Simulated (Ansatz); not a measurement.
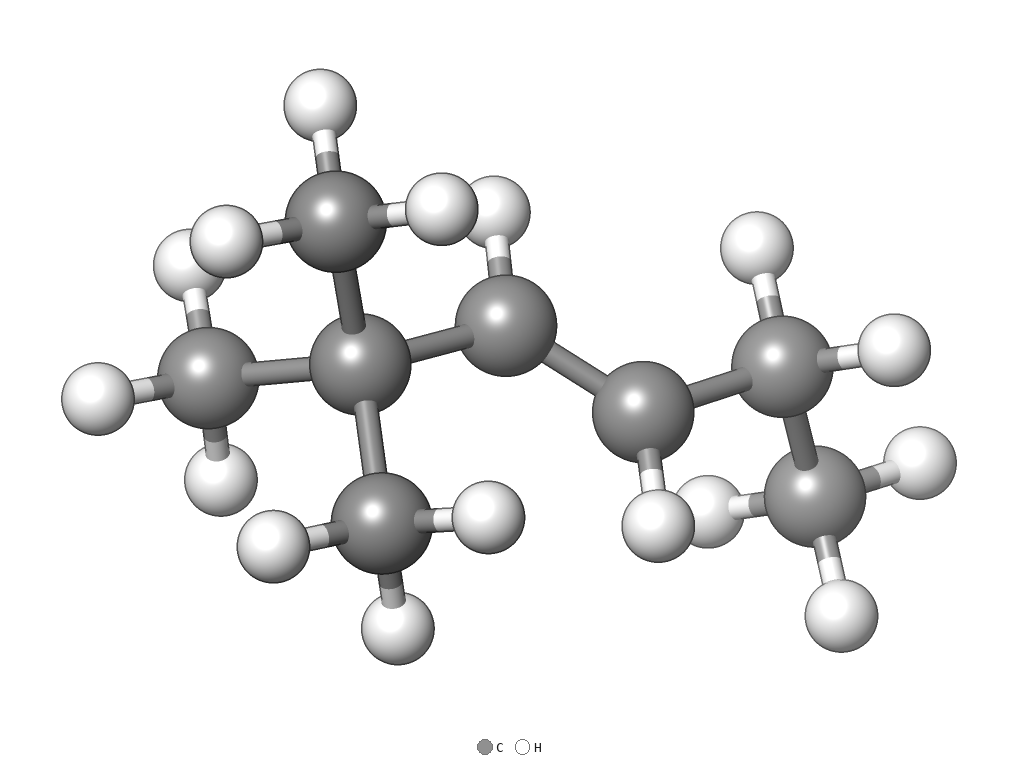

The geometry was computed by an optimisation with PBE0-D4/def2-TZVP. No frequency run is at hand to confirm it as a minimum.

Draw it as a skeletal formula.

SMILES: CC/C=C/C(C)(C)C

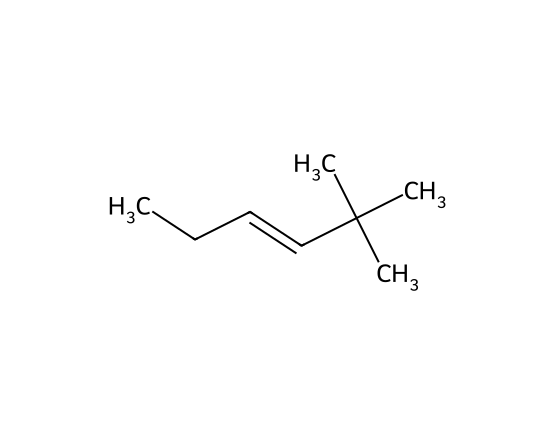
